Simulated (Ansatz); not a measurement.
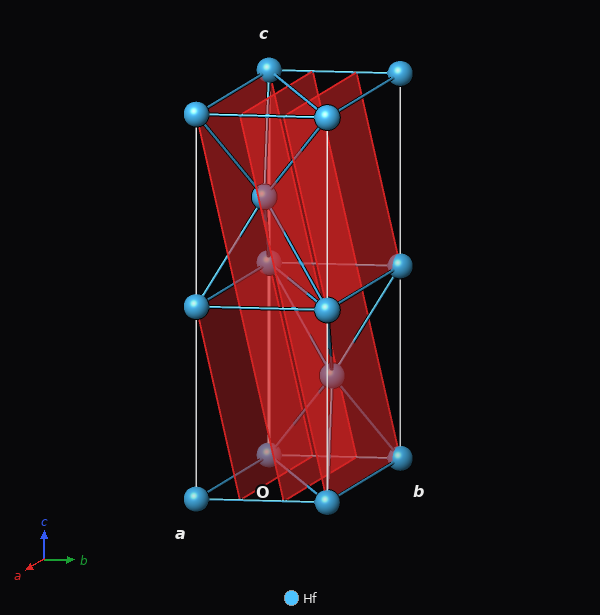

For Hf, coordinates from a relaxation with Ansatz 0.2.0, DFT, RPBE, plane waves (420 eV) with PAW, scalar-relativistic; the starting structure was generated, so it need not be a known form of this composition: every member of one family of equally spaced planes, hx + ky + lz = a whole number, that cuts the unit cell is shaded (one member passes through the origin O, touching the cell only at an edge or corner). Geometry calculated from the standardised cell; symmetry tolerance 0.002 Å.

a = 3.228 Å, b = 3.228 Å, c = 10.330 Å, α = 90.00°, β = 90.00°, γ = 120.00°.

What are the Miller indices?

Answer. (0 3 2), in four indices (0 3 −3 2); the opposite sign names the same planes. The member next to the origin meets the axes a never, b at 1/3, c at 1/2.

What is the spacing?

Answer. d = 0.917 Å.

Which atoms of the cell lie in these planes (within 0.03 Å)?

Answer. 2 of the 4 Hf.

The space group is P6₃/mmc (No. 194). How many reflections hkl are equivalent to this one (itself included), and does it occur?

Answer. 12 reflections are equivalent in the Laue class 6/mmm. The space group allows the reflection.
